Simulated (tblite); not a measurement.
# C3H9AlF2O: geometry relaxation (part 2 of 2)

C3H9AlF2O; GFN2-xTB geometry optimisation, gas phase (tblite 0.8.0). It belongs to a series of runs on one base structure; here: H on C replaced by CHF2.

Geometry of the input (Å):
```
C  -0.4393  1.4491  0.0273
O  -0.2976  0.1764  0.4598
Al -1.8904  -0.7492  0.3506
C  0.6396  -0.6030  -0.1628
C  2.0522  -0.1471  -0.1090
F  2.2732  1.0758  -0.6951
F  2.8842  -1.1072  -0.7073
H  -1.2560  1.9225  0.6666
H  0.4370  2.1135  0.1211
H  -0.8140  1.4296  -1.0201
H  -1.7831  -1.7372  -0.8977
H  -2.1005  -1.5028  1.7220
H  -3.1145  0.2580  0.0819
H  0.6310  -1.5961  0.3988
H  0.3132  -0.9130  -1.1899
H  2.4575  -0.0605  0.9422
```

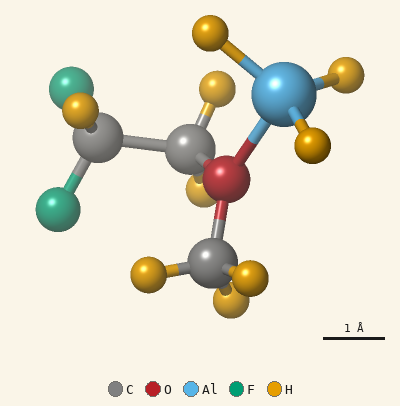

**Figure 1.** The geometry at step 71 of the log (ball-and-stick view, seen at a tilt).

### Trajectory as extended XYZ, continued
```
16
Properties=species:S:1:pos:R:3:forces:R:3 step=48 energy=-697.76839
C    -0.4833    1.5708   -0.2577   -0.0110   0.0370  -0.0270
O    -0.5533    0.1639   -0.1253    0.0330   0.0060   0.0170
Al   -1.8360   -0.9554    0.6586   -0.0230  -0.0570   0.0470
C     0.5436   -0.5666   -0.5995   -0.0020  -0.0240  -0.0430
C     1.8330   -0.2483    0.1549    0.0220  -0.0150  -0.0250
F     2.5053    0.7559   -0.4619   -0.0120   0.0990   0.0900
F     2.6676   -1.3035    0.1448   -0.0070  -0.0760  -0.0070
H    -1.4626    1.9347    0.0505    0.0170   0.0290   0.0130
H     0.2852    1.9945    0.3927   -0.0010   0.0120  -0.0580
H    -0.2924    1.8579   -1.2937    0.0220  -0.0200  -0.0250
H    -2.1360   -1.8769   -0.5896    0.0040   0.0140   0.0290
H    -0.9212   -1.5733    1.7877    0.0170  -0.0330  -0.0040
H    -2.7814    0.2352    1.0209   -0.1360   0.0230   0.0290
H     0.2894   -1.6178   -0.4215    0.0030  -0.0100  -0.0280
H     0.6946   -0.3989   -1.6726    0.0190   0.0070  -0.0220
H     1.6401    0.0368    1.2004    0.0570   0.0070   0.0140
16
Properties=species:S:1:pos:R:3:forces:R:3 step=51 energy=-697.77657
C    -0.4935    1.5888   -0.2862    0.0250  -0.0570   0.0110
O    -0.5507    0.1822   -0.1316   -0.0950  -0.0620  -0.0320
Al   -1.8116   -0.9507    0.6784    0.0020  -0.0700   0.0360
C     0.5409   -0.5582   -0.6052   -0.0540  -0.0230  -0.0330
C     1.8237   -0.2691    0.1706   -0.0390  -0.0350   0.0310
F     2.4947    0.7637   -0.3983    0.0570   0.0080   0.0720
F     2.6511   -1.3325    0.1320   -0.0140   0.0900  -0.0250
H    -1.4761    1.9558    0.0097    0.0330  -0.0100  -0.0220
H     0.2648    2.0112    0.3700    0.0940   0.1350   0.0150
H    -0.2822    1.8657   -1.3206   -0.0230  -0.0360  -0.0350
H    -2.1250   -1.8746   -0.5601   -0.0130   0.0030  -0.0100
H    -0.8489   -1.5829    1.7661   -0.0300   0.0270   0.0120
H    -2.7814    0.2180    1.0575   -0.0710   0.0110   0.0440
H     0.2672   -1.6086   -0.4426    0.0240   0.0320  -0.0270
H     0.7041   -0.3821   -1.6745    0.0270   0.0200  -0.0270
H     1.6153   -0.0180    1.2233    0.0770  -0.0330  -0.0090
16
Properties=species:S:1:pos:R:3:forces:R:3 step=55 energy=-697.78715
C    -0.4892    1.5988   -0.2994    0.0180   0.0240  -0.0030
O    -0.5441    0.1944   -0.1027    0.0000   0.0290  -0.0330
Al   -1.8207   -0.9563    0.6885   -0.0430   0.0480  -0.0260
C     0.5377   -0.5570   -0.5873    0.0250   0.0680   0.0040
C     1.8326   -0.2901    0.1817   -0.0060   0.1000  -0.0040
F     2.4776    0.7836   -0.3484    0.0150  -0.0190   0.0400
F     2.6806   -1.3292    0.0705   -0.0380   0.0050  -0.0330
H    -1.4682    1.9749   -0.0025    0.0260  -0.0310   0.0030
H     0.2801    2.0677    0.3211   -0.0120  -0.0830  -0.0430
H    -0.3045    1.8439   -1.3492   -0.0150  -0.0720   0.0220
H    -2.1157   -1.8718   -0.5634    0.0000   0.0040   0.0060
H    -0.8518   -1.5834    1.7705   -0.0320   0.0230   0.0380
H    -2.8370    0.1895    1.0572    0.0530  -0.0450   0.0280
H     0.2498   -1.6046   -0.4434    0.0340  -0.0060   0.0050
H     0.7078   -0.3656   -1.6532   -0.0130   0.0120  -0.0330
H     1.6573   -0.0858    1.2486   -0.0120  -0.0560   0.0280
16
Properties=species:S:1:pos:R:3:forces:R:3 step=58 energy=-697.79129
C    -0.4909    1.6069   -0.3136   -0.0340  -0.0150  -0.0350
O    -0.5473    0.2061   -0.1046    0.0090  -0.0170   0.0030
Al   -1.8124   -0.9495    0.6950    0.0350  -0.0550  -0.0010
C     0.5338   -0.5451   -0.5872    0.0150  -0.0030  -0.0120
C     1.8247   -0.2937    0.1916    0.0290  -0.0340   0.0140
F     2.4769    0.7914   -0.2970    0.0040   0.0430   0.0150
F     2.6668   -1.3342    0.0399    0.0180  -0.0140  -0.0350
H    -1.4698    1.9833   -0.0232   -0.0200   0.0150   0.0260
H     0.2776    2.0849    0.2981    0.0240  -0.0770  -0.0160
H    -0.3104    1.8293   -1.3670    0.0080   0.0050  -0.0350
H    -2.1039   -1.8683   -0.5506   -0.0190  -0.0060  -0.0350
H    -0.8265   -1.5807    1.7631   -0.0460   0.0460   0.0410
H    -2.8356    0.1709    1.0772    0.0050   0.0380   0.0430
H     0.2462   -1.5950   -0.4463    0.0250   0.0350   0.0040
H     0.7075   -0.3586   -1.6546   -0.0020   0.0430   0.0160
H     1.6555   -0.1387    1.2678   -0.0520  -0.0030   0.0070
16
Properties=species:S:1:pos:R:3:forces:R:3 step=61 energy=-697.79600
C    -0.4952    1.6067   -0.3278   -0.0080  -0.0580   0.0040
O    -0.5492    0.2095   -0.1003   -0.0030  -0.0510   0.0100
Al   -1.8157   -0.9519    0.6971   -0.0090   0.0210   0.0290
C     0.5370   -0.5330   -0.5826   -0.0150  -0.0400   0.0050
C     1.8300   -0.2946    0.1987   -0.0180  -0.0660  -0.0130
F     2.4759    0.8075   -0.2582   -0.0040   0.0180   0.0550
F     2.6691   -1.3312   -0.0029    0.0320   0.0370   0.0140
H    -1.4669    1.9908   -0.0235   -0.0030   0.0250  -0.0070
H     0.2896    2.0762    0.2673    0.0260   0.0150   0.0010
H    -0.3221    1.8079   -1.3867   -0.0350   0.0530  -0.0270
H    -2.0980   -1.8669   -0.5552   -0.0130  -0.0040  -0.0170
H    -0.8393   -1.5703    1.7796   -0.0240   0.0240   0.0180
H    -2.8494    0.1641    1.0910    0.0520  -0.0030  -0.0030
H     0.2550   -1.5837   -0.4416    0.0090   0.0000  -0.0350
H     0.7085   -0.3387   -1.6494    0.0180   0.0150   0.0340
H     1.6629   -0.1834    1.2829   -0.0060   0.0130  -0.0700
16
Properties=species:S:1:pos:R:3:forces:R:3 step=64 energy=-697.79806
C    -0.4960    1.6014   -0.3304    0.0080   0.0320  -0.0040
O    -0.5511    0.2045   -0.1004    0.0080   0.0160   0.0010
Al   -1.8194   -0.9547    0.6990    0.0070   0.0090  -0.0070
C     0.5373   -0.5342   -0.5819    0.0270  -0.0070  -0.0150
C     1.8308   -0.2983    0.1992    0.0040   0.0360  -0.0070
F     2.4758    0.8117   -0.2475   -0.0480  -0.0230   0.0390
F     2.6765   -1.3267   -0.0090    0.0080   0.0130   0.0210
H    -1.4656    1.9926   -0.0234    0.0400  -0.0140  -0.0010
H     0.2955    2.0707    0.2603   -0.0360  -0.0170  -0.0320
H    -0.3283    1.8085   -1.3918   -0.0390  -0.0050   0.0460
H    -2.1020   -1.8690   -0.5627    0.0020   0.0230   0.0450
H    -0.8480   -1.5615    1.7919   -0.0170  -0.0020  -0.0040
H    -2.8435    0.1650    1.0967    0.0190   0.0090  -0.0110
H     0.2564   -1.5845   -0.4483    0.0060  -0.0440  -0.0330
H     0.7124   -0.3289   -1.6448    0.0110  -0.0060  -0.0190
H     1.6616   -0.1877    1.2817   -0.0010  -0.0220  -0.0200
16
Properties=species:S:1:pos:R:3:forces:R:3 step=67 energy=-697.80040
C    -0.4993    1.6052   -0.3506   -0.0060   0.0150   0.0070
O    -0.5534    0.2090   -0.1130    0.0180   0.0010  -0.0370
Al   -1.8048   -0.9514    0.7135    0.0290  -0.0250  -0.0090
C     0.5371   -0.5292   -0.5950    0.0320  -0.0100  -0.0020
C     1.8202   -0.3095    0.2086    0.0160  -0.0090   0.0450
F     2.4702    0.8156   -0.1858   -0.0500  -0.0100  -0.0260
F     2.6744   -1.3297   -0.0120   -0.0160   0.0360  -0.0070
H    -1.4663    2.0025   -0.0492   -0.0200  -0.0240   0.0410
H     0.2899    2.0744    0.2391    0.0200   0.0230  -0.0030
H    -0.3343    1.8130   -1.4110   -0.0100  -0.0360   0.0020
H    -2.1048   -1.8652   -0.5414    0.0030   0.0080   0.0240
H    -0.8179   -1.5544    1.7929   -0.0020  -0.0070  -0.0010
H    -2.8267    0.1527    1.1337   -0.0150   0.0650  -0.0070
H     0.2537   -1.5825   -0.4780    0.0050   0.0090  -0.0370
H     0.7222   -0.3089   -1.6533    0.0190  -0.0120  -0.0080
H     1.6322   -0.2327    1.2901   -0.0230  -0.0250   0.0150
16
Properties=species:S:1:pos:R:3:forces:R:3 step=71 energy=-697.80448
C    -0.5067    1.6106   -0.3800    0.0080  -0.0480  -0.0010
O    -0.5511    0.2138   -0.1313    0.0050  -0.0050   0.0420
Al   -1.7811   -0.9459    0.7328   -0.0630   0.0960   0.0450
C     0.5449   -0.5239   -0.6076   -0.0760   0.0310  -0.0320
C     1.8076   -0.3323    0.2326   -0.0480   0.0010  -0.0520
F     2.4328    0.8297   -0.0835    0.0130   0.0200   0.0130
F     2.6842   -1.3165   -0.0442    0.0530  -0.0190  -0.0010
H    -1.4682    2.0115   -0.0660   -0.0210  -0.0550   0.0550
H     0.2936    2.0908    0.1855    0.0080  -0.0010  -0.0010
H    -0.3664    1.7993   -1.4461    0.0050   0.0130  -0.0410
H    -2.1003   -1.8582   -0.5112   -0.0010  -0.0320  -0.0140
H    -0.7905   -1.5418    1.8086    0.0290  -0.0190  -0.0070
H    -2.8073    0.1594    1.1738    0.0520   0.0060  -0.0490
H     0.2531   -1.5789   -0.5302   -0.0050   0.0240  -0.0060
H     0.7497   -0.2747   -1.6563    0.0560  -0.0190   0.0130
H     1.5982   -0.3338    1.3118   -0.0130   0.0070   0.0350
16
Properties=species:S:1:pos:R:3:forces:R:3 step=74 energy=-697.80839
C    -0.5140    1.6040   -0.3935   -0.0020   0.0070  -0.0080
O    -0.5502    0.2070   -0.1462   -0.0110   0.0110   0.0160
Al   -1.7703   -0.9307    0.7478   -0.0020  -0.0020   0.0110
C     0.5478   -0.5253   -0.6222    0.0030   0.0240  -0.0080
C     1.7927   -0.3465    0.2437   -0.0020   0.0500  -0.0040
F     2.3968    0.8396   -0.0239    0.0370   0.0240   0.0270
F     2.6955   -1.2986   -0.0553    0.0560  -0.0570  -0.0060
H    -1.4710    2.0005   -0.0551    0.0270  -0.0690   0.0180
H     0.2968    2.0883    0.1550   -0.0160  -0.0200  -0.0100
H    -0.3963    1.7941   -1.4633   -0.0130   0.0110   0.0010
H    -2.0965   -1.8561   -0.4904   -0.0160  -0.0080   0.0220
H    -0.7789   -1.5352    1.8245    0.0010   0.0080  -0.0340
H    -2.7714    0.1941    1.1826    0.0030   0.0190  -0.0300
H     0.2578   -1.5806   -0.5763   -0.0430  -0.0170   0.0260
H     0.7848   -0.2576   -1.6582   -0.0100   0.0190  -0.0380
H     1.5686   -0.3880    1.3195   -0.0110   0.0000   0.0180
16
Properties=species:S:1:pos:R:3:forces:R:3 step=77 energy=-697.81002
C    -0.5131    1.5977   -0.3890   -0.0030  -0.0110   0.0110
O    -0.5488    0.2011   -0.1489    0.0170  -0.0330  -0.0260
Al   -1.7761   -0.9270    0.7487    0.0170  -0.0080  -0.0290
C     0.5506   -0.5258   -0.6289    0.0320  -0.0290   0.0150
C     1.7946   -0.3396    0.2384    0.0250  -0.0240   0.0320
F     2.4009    0.8440   -0.0323    0.0340   0.0080   0.0080
F     2.7012   -1.2971   -0.0442   -0.0170   0.0200  -0.0060
H    -1.4675    1.9835   -0.0373   -0.0250   0.0010   0.0010
H     0.2986    2.0757    0.1601    0.0280   0.0230   0.0110
H    -0.3991    1.7960   -1.4571   -0.0310   0.0150  -0.0090
H    -2.1023   -1.8562   -0.4848   -0.0260  -0.0110   0.0120
H    -0.7906   -1.5365    1.8231    0.0150   0.0070  -0.0030
H    -2.7674    0.2096    1.1705   -0.0130   0.0240  -0.0130
H     0.2626   -1.5822   -0.5769   -0.0200  -0.0010   0.0100
H     0.7868   -0.2608   -1.6664   -0.0350   0.0210  -0.0110
H     1.5619   -0.3735    1.3136    0.0030   0.0000   0.0000
16
Properties=species:S:1:pos:R:3:forces:R:3 step=80 energy=-697.81108
C    -0.5128    1.5939   -0.3859   -0.0040   0.0010  -0.0030
O    -0.5437    0.1962   -0.1491    0.0010   0.0170   0.0060
Al   -1.7771   -0.9244    0.7449   -0.0150   0.0220  -0.0100
C     0.5559   -0.5298   -0.6290   -0.0130   0.0140  -0.0150
C     1.7991   -0.3396    0.2393    0.0120  -0.0020  -0.0170
F     2.4006    0.8489   -0.0277    0.0050  -0.0320   0.0200
F     2.7096   -1.2906   -0.0484    0.0000   0.0050   0.0140
H    -1.4671    1.9720   -0.0236   -0.0050   0.0130   0.0010
H     0.3033    2.0767    0.1554   -0.0150  -0.0160  -0.0120
H    -0.4137    1.7950   -1.4558   -0.0190   0.0100   0.0150
H    -2.1067   -1.8581   -0.4821   -0.0240  -0.0180  -0.0040
H    -0.7995   -1.5333    1.8242    0.0250   0.0000   0.0080
H    -2.7648    0.2238    1.1566    0.0010  -0.0030  -0.0150
H     0.2613   -1.5848   -0.5761    0.0290   0.0060   0.0020
H     0.7852   -0.2598   -1.6676   -0.0020  -0.0130   0.0130
H     1.5627   -0.3772    1.3136    0.0240  -0.0040  -0.0020
16
Properties=species:S:1:pos:R:3:forces:R:3 step=83 energy=-697.81184
C    -0.5160    1.5929   -0.3879   -0.0160   0.0260  -0.0020
O    -0.5396    0.1972   -0.1424   -0.0240   0.0150  -0.0090
Al   -1.7791   -0.9185    0.7409    0.0040  -0.0340   0.0280
C     0.5579   -0.5293   -0.6254    0.0050   0.0200   0.0200
C     1.8036   -0.3437    0.2410    0.0080   0.0040   0.0130
F     2.3978    0.8519   -0.0069    0.0070  -0.0140  -0.0040
F     2.7179   -1.2845   -0.0662    0.0120  -0.0110   0.0070
H    -1.4668    1.9717   -0.0163    0.0030   0.0030   0.0130
H     0.3062    2.0798    0.1395   -0.0090  -0.0030  -0.0070
H    -0.4346    1.7915   -1.4596   -0.0030  -0.0070   0.0040
H    -2.1078   -1.8609   -0.4810   -0.0180  -0.0030  -0.0020
H    -0.8027   -1.5294    1.8271   -0.0010   0.0200  -0.0180
H    -2.7678    0.2305    1.1433   -0.0060   0.0060  -0.0090
H     0.2645   -1.5847   -0.5708    0.0200   0.0110  -0.0120
H     0.7834   -0.2568   -1.6635    0.0130  -0.0210  -0.0050
H     1.5755   -0.3989    1.3168    0.0040  -0.0130  -0.0180
16
Properties=species:S:1:pos:R:3:forces:R:3 step=87 energy=-697.81255
C    -0.5222    1.5946   -0.3947   -0.0020  -0.0110   0.0000
O    -0.5397    0.1985   -0.1459    0.0090  -0.0100   0.0010
Al   -1.7777   -0.9172    0.7457   -0.0030   0.0070  -0.0110
C     0.5618   -0.5250   -0.6266    0.0070  -0.0060  -0.0030
C     1.8055   -0.3499    0.2468   -0.0060   0.0000  -0.0070
F     2.3941    0.8528    0.0259    0.0110   0.0010  -0.0050
F     2.7267   -1.2796   -0.0765   -0.0140  -0.0010  -0.0040
H    -1.4681    1.9719   -0.0102   -0.0010   0.0050   0.0130
H     0.3073    2.0819    0.1199   -0.0070   0.0090  -0.0020
H    -0.4565    1.7894   -1.4677   -0.0010   0.0020  -0.0060
H    -2.1160   -1.8630   -0.4711   -0.0070  -0.0030   0.0050
H    -0.7962   -1.5205    1.8282    0.0030   0.0070   0.0000
H    -2.7637    0.2391    1.1399   -0.0010  -0.0100   0.0020
H     0.2716   -1.5815   -0.5810   -0.0070   0.0030   0.0050
H     0.7905   -0.2519   -1.6641    0.0220   0.0070   0.0140
H     1.5749   -0.4309    1.3199   -0.0040   0.0010   0.0000
16
Properties=species:S:1:pos:R:3:forces:R:3 step=90 energy=-697.81275
C    -0.5235    1.5950   -0.3942    0.0040   0.0050   0.0000
O    -0.5403    0.1986   -0.1467    0.0040   0.0130   0.0000
Al   -1.7776   -0.9184    0.7444   -0.0020   0.0070  -0.0140
C     0.5620   -0.5247   -0.6254   -0.0040   0.0030  -0.0060
C     1.8059   -0.3494    0.2471    0.0020  -0.0040  -0.0020
F     2.4000    0.8500    0.0209   -0.0070  -0.0010  -0.0020
F     2.7231   -1.2834   -0.0745   -0.0050  -0.0110   0.0000
H    -1.4700    1.9726   -0.0095    0.0140  -0.0090  -0.0010
H     0.3049    2.0828    0.1226   -0.0110  -0.0010  -0.0100
H    -0.4555    1.7917   -1.4675   -0.0070  -0.0050   0.0170
H    -2.1205   -1.8650   -0.4701   -0.0020  -0.0040   0.0020
H    -0.7908   -1.5183    1.8236    0.0010   0.0010   0.0060
H    -2.7639    0.2364    1.1389   -0.0050  -0.0030   0.0070
H     0.2688   -1.5801   -0.5794    0.0090  -0.0050   0.0040
H     0.7939   -0.2525   -1.6620    0.0110   0.0090  -0.0020
H     1.5760   -0.4263    1.3205   -0.0010   0.0050   0.0020
16
Properties=species:S:1:pos:R:3:forces:R:3 step=93 energy=-697.81289
C    -0.5243    1.5940   -0.3953    0.0010   0.0030   0.0020
O    -0.5389    0.1979   -0.1482    0.0000  -0.0030   0.0000
Al   -1.7791   -0.9165    0.7435    0.0020  -0.0030   0.0040
C     0.5644   -0.5241   -0.6269    0.0040   0.0010   0.0030
C     1.8070   -0.3504    0.2479   -0.0030  -0.0020   0.0040
F     2.3999    0.8504    0.0258   -0.0040  -0.0050  -0.0020
F     2.7249   -1.2830   -0.0759   -0.0020  -0.0080   0.0020
H    -1.4680    1.9710   -0.0043   -0.0020  -0.0060  -0.0030
H     0.3059    2.0826    0.1167    0.0090   0.0040  -0.0010
H    -0.4627    1.7903   -1.4684   -0.0080   0.0040  -0.0010
H    -2.1264   -1.8663   -0.4665    0.0050  -0.0020  -0.0030
H    -0.7926   -1.5147    1.8254   -0.0020   0.0040  -0.0040
H    -2.7663    0.2369    1.1388   -0.0020   0.0030   0.0030
H     0.2718   -1.5800   -0.5831    0.0090   0.0030  -0.0020
H     0.8008   -0.2486   -1.6618   -0.0050   0.0040  -0.0020
H     1.5762   -0.4304    1.3209   -0.0010   0.0030   0.0010
```

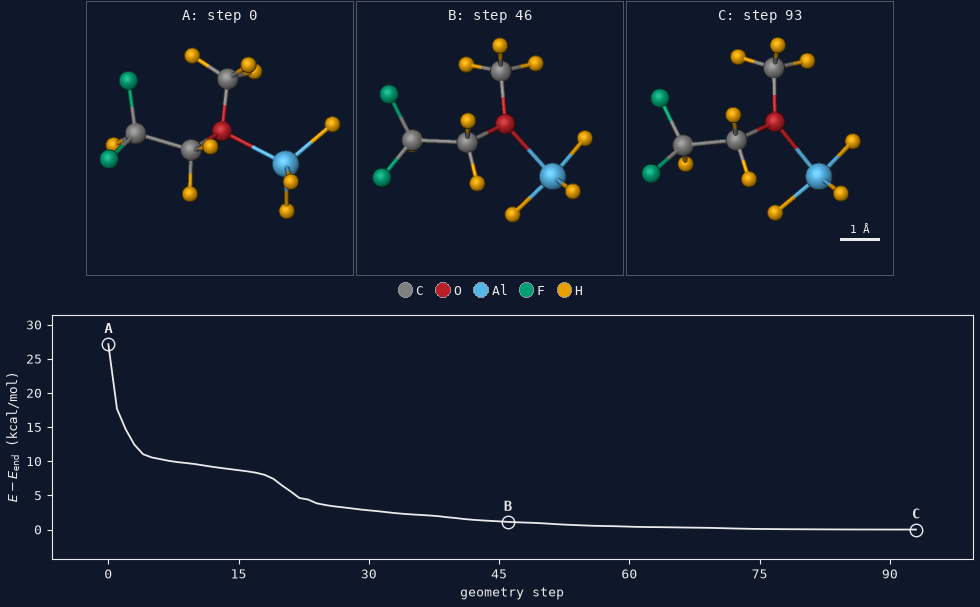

**Figure 2.** Frames of the relaxation (ball-and-stick view, seen at a tilt) above the curves, on which the letters mark them (steps are counted from 0).

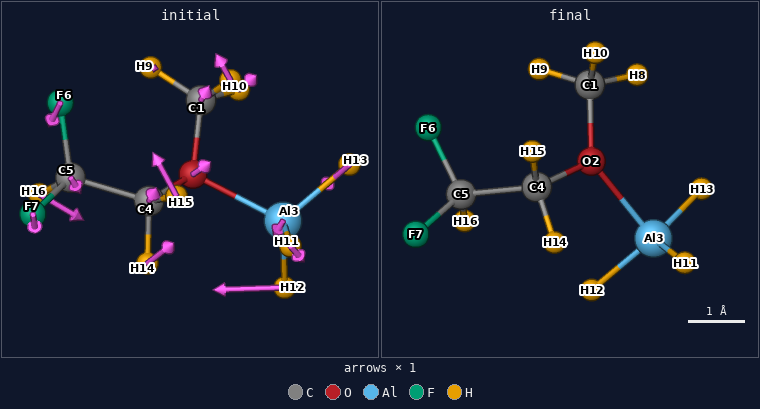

**Figure 3.** Before (left) and after (right) the relaxation, at one scale (ball-and-stick view, seen at a tilt). The pink arrows give the displacements, at true length. H12 moves most after the best rigid fit: 1.33 Å. Largest moves by element: H 1.33 Å, F 0.76 Å, O 0.65 Å, C 0.48 Å, Al 0.45 Å. Among the contacts that change: C1–O2 1.352 → 1.418 Å, C5–F7 1.404 → 1.348 Å, C1–H8 1.140 → 1.089 Å, O2–Al3 1.845 → 1.891 Å. Among the angles that change: C1–O2–Al3 111.3° → 132.0°, O2–Al3–H13 110.7° → 95.6°, H11–Al3–H13 108.0° → 119.8°. Over 93 geometry steps the energy falls by 27.2 kcal/mol. The largest force component goes from 3 to 0.009 eV/Å. (Atoms are counted from 1 in the order of the input.)

### Key numbers

- outcome: converged
- total energy: −697.8129 eV
- hardware: 1 CPU thread, shared host
- wall time: 0.56 s
- peak memory: 0.18 GiB
